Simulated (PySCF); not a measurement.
BO (charge +1)

| atom | x (Å) | y (Å) | z (Å) |
| --- | --- | --- | --- |
| B | 0.0000 | 0.0000 | -0.7031 |
| O | 0.0000 | 0.0000 | 0.4839 |

Theory: PBE0/def2-TZVPPD, non-relativistic Hamiltonian with scalar-relativistic core potentials where named, at a bond length of 1.187 Å (PySCF).

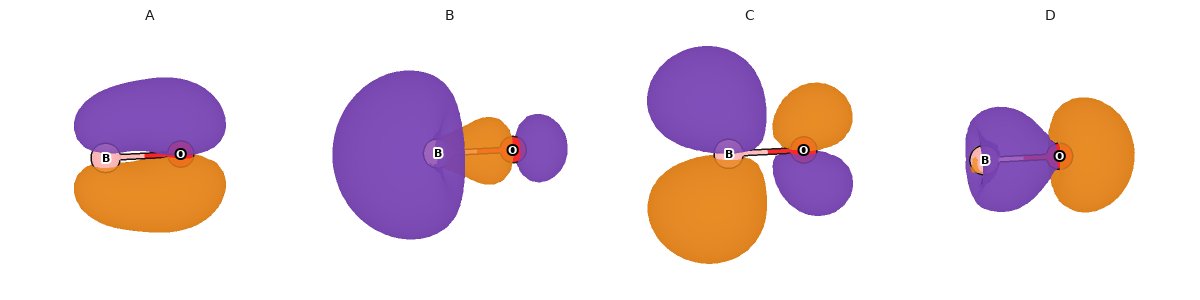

Figure 1. Four frontier orbitals, each drawn at the value that holds 80 % of its norm (orange and purple are the two phases), in no order; of a degenerate pair one member is drawn.

Question: Name the orbitals and rank them from lowest to highest energy.

Answer: Orbital D: σ, occupied, −21.60 eV; mainly on O (80 %).
Orbital A: π, occupied, −20.00 eV; mainly on O (70 %).
Orbital B: σ, empty, −16.00 eV; mainly on B (90 %).
Orbital C: π, empty, −8.90 eV; mainly on B (70 %).

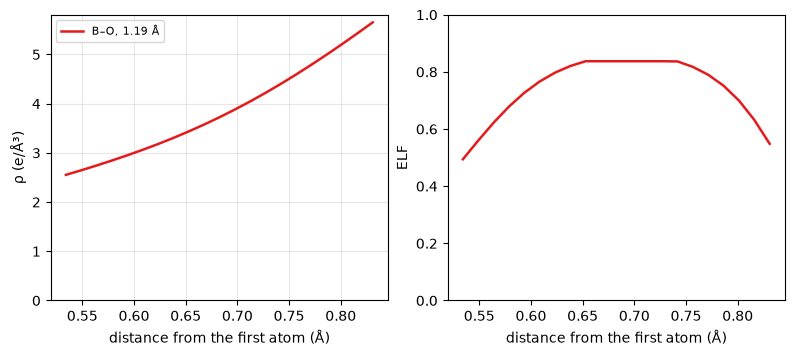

Figure 2. Total electron density and electron localisation function along straight lines between neighbouring atoms. The curves leave out the atomic cores.

Question: What kind of bonding do the profiles show?

Answer: B–O (1.19 Å): ρ at the midpoint is about 3 e/Å³; the ELF peaks at about 0.85 between the atoms; a short, strongly polar bond.
